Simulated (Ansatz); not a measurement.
# BBrF2Ge: what the fields show

Input file:

```
crystal:
  periodic: [false, false, false]
  atoms:
    - {symbol: B, position_ang: [0.451742, 0.322110, -0.206640]}
    - {symbol: Br, position_ang: [-1.135165, 1.246865, -0.889213]}
    - {symbol: F, position_ang: [1.035469, 0.810859, 0.861410]}
    - {symbol: F, position_ang: [-0.107633, -2.457271, -0.449264]}
    - {symbol: Ge, position_ang: [0.809268, -1.364943, -1.509474]}
basis:
  gaussian: {orbitals: def2-TZVPD}
hamiltonian: {xc: pbe0}
output: {forces: true, orbitals: {seedname: orbitals}}
```

Command:

```sh
ansatz run input.yaml --threads 2 --pin off --max-ram 4350MiB --events-out events.jsonl --progress --plain --runs-dir runs
```

Geometry: B3LYP-D3(BJ)/def2-SVP.

Method: isolated molecule in a Gaussian basis; Kohn-Sham density functional theory, functional PBE0 in Ansatz.

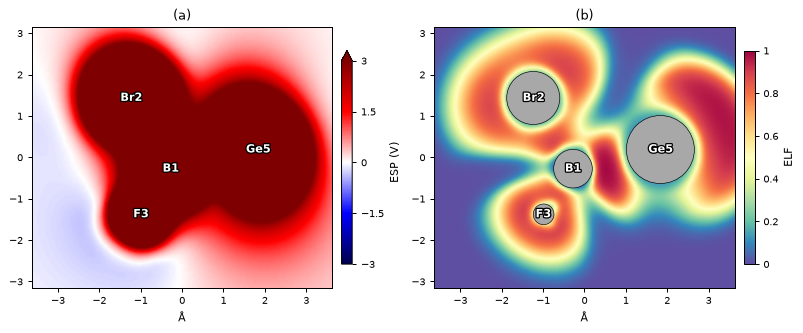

Figure 1. (a) molecular electrostatic potential; (b) ELF on the plane of atoms F3, B1 and Ge5. Grey discs cover the atomic cores in the ELF map.

Q: Interpret the plot.

A: Atoms in the plane: B, Br, F and Ge.
B–F (1.31 Å): the ELF peaks at about 0.85 between the atoms, as expected for a polar covalent bond.
B–Br (1.96 Å): the ELF peaks at about 0.85 between the atoms (a polar covalent bond).
Ge–B (2.16 Å): the ELF peaks at about 1 in the valence shell of B, 0.8 Å from its nucleus, and is about 0.85 at the midpoint.
The ELF also peaks beside F3 and Br2, away from the bonds: lone-pair regions.
Outside the dense part of the molecule the potential is most negative (−0.3 V) near F3.

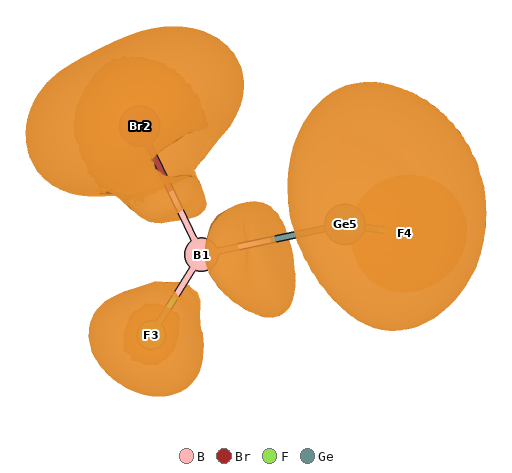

Figure 2. Isosurface of the electron localisation function at 0.75 (orange), seen at a tilt. Core shells and regions of very low density are left out.

Q: Where are the electrons localised?

A: At this value the surface marks out one lobe of the valence shell of B pointing towards Ge (polar bonds), one region on Br in which the atom's valence shell and bonds are merged, one region on F in which the atom's valence shell and bonds are merged, one lobe on Ge, pointing away from the bonds (lone pairs) and one region wrapped around F (its valence shell). Profiles from the grid: Ge–F (1.78 Å): the ELF peaks at about 0.80 in the valence shell of F, 0.5 Å from its nucleus, and is about 0.25 at the midpoint.

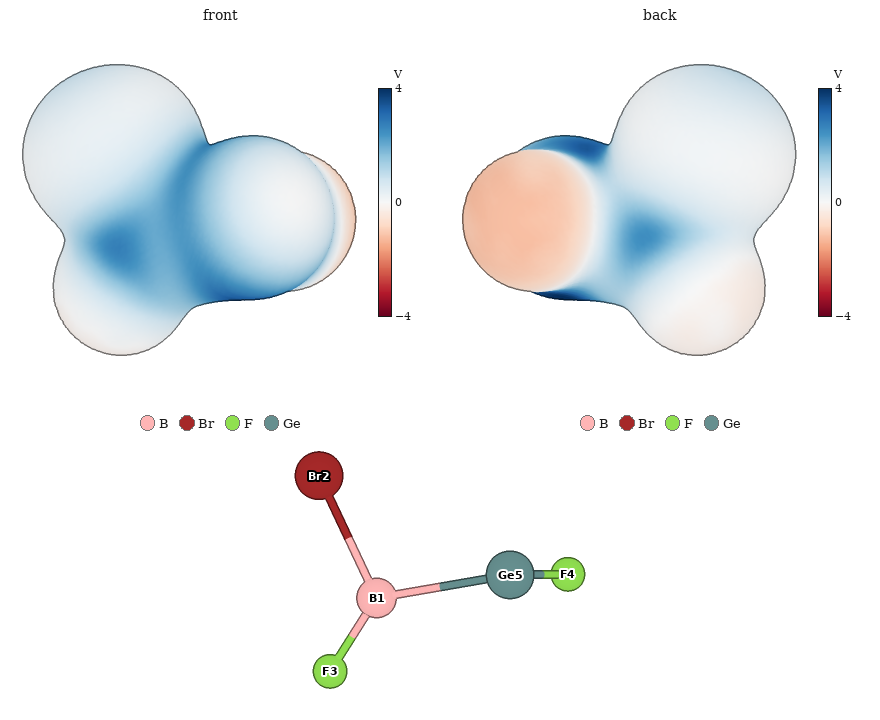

Figure 3. The electrostatic potential painted on the density surface at 0.004 e/bohr³, seen from the front and from behind; the colour scale runs from red (negative) to blue (positive). The bare structure is drawn below in the same view.

Q: Where is the surface potential most negative and most positive?

A: The most negative region (about −1.2 V) lies over F4, the most positive (about +3.9 V) over Ge5. Br2 shows a σ-hole: about +0.9 V at the tip opposite its bond, against about +0.2 V on its flanks.

Q: How polar is the molecule by this calculation?

A: Its dipole moment is 1.90 D.

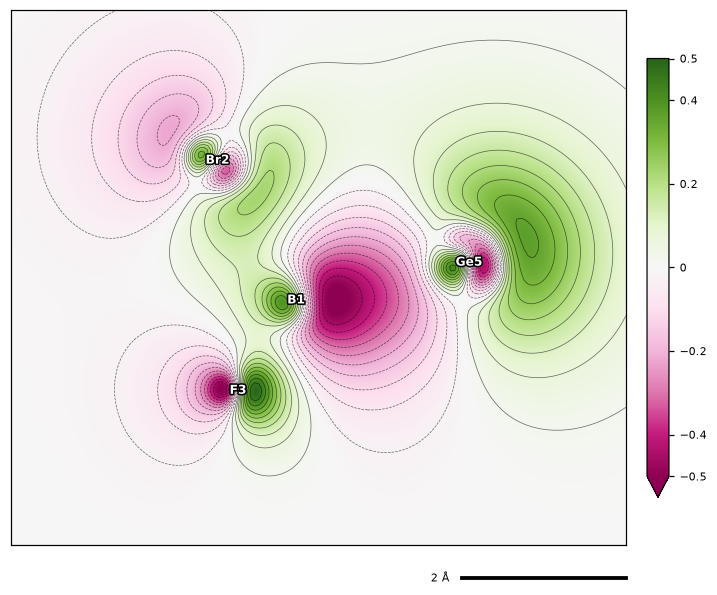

Figure 4. The HOMO on the plane of atoms F3, B1 and Ge5 (values in Å⁻³ᐟ²; the overall sign is arbitrary).

Q: What is the character of this orbital?

A: Its weight (Hirshfeld) is mainly on Ge5 (about 55 %), B1 (about 25 %), Br2 (about 10 %) and F4 (about 5 %). Its energy is −6.95 eV.
